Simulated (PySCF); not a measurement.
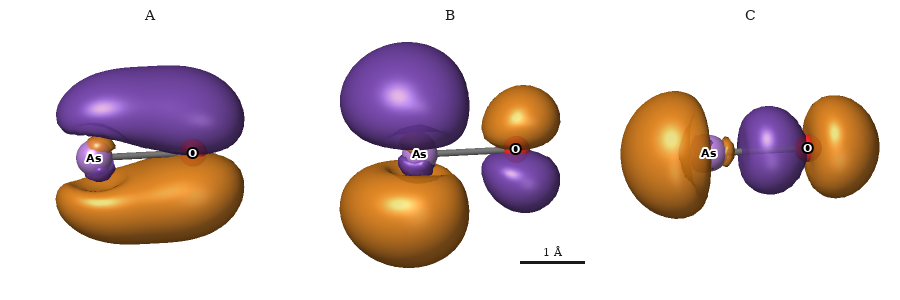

Figure. AsO (charge +1). Three frontier orbitals, each drawn at the value that holds 80 % of its norm (orange and purple are the two phases), in no order; of a degenerate pair one member is drawn.

The calculation used PySCF, PBE0/def2-TZVPPD, non-relativistic Hamiltonian with scalar-relativistic core potentials where named, at a bond length of 1.560 Å.

Q: Label each orbital by symmetry, say whether it is occupied, and order them by energy.

A: Orbital A: π, occupied, −18.50 eV; bonding, with no node between the atoms.
Orbital C: σ, occupied, −18.47 eV; shared between the atoms (As 45 %, O 55 %).
Orbital B: π, empty, −11.03 eV; mainly on As (80 %).
